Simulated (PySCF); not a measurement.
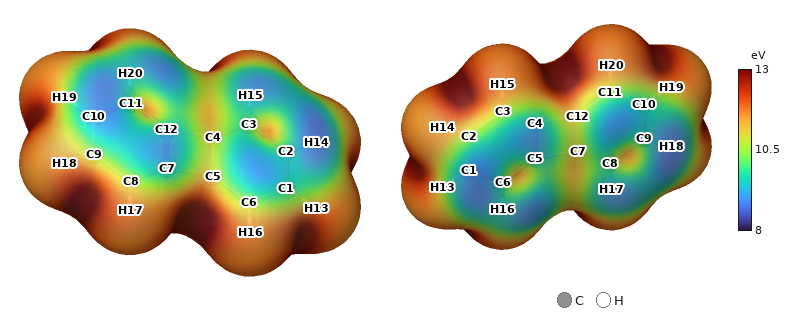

Figure. C12H8, SMILES `c1ccc2c(c1)c1ccccc12`. Average local ionisation energy on the surface of electron density 0.001 a.u. (back view left, front view right).

PySCF calculation, B3LYP/cc-pVDZ, gas phase; geometry: GFN2-xTB. This is a single-reference result, which may miss multireference character in this system. No frequency check shows the geometry to be a minimum.

Locate the minima of the map.

Answer. The lowest value is 8.8 eV, off the C1–C2 bond (2.1 to 2.2 Å from its atoms), and at like points elsewhere. Further minima include 9.0 eV, off the molecular plane, over C11 (2.0 Å), and at like points elsewhere. For comparison, the highest occupied orbital lies at −5.5 eV.

What volume does the surface enclose, and what is the dipole moment?

Answer. About 198 Å³; the dipole moment is 0.0 D.
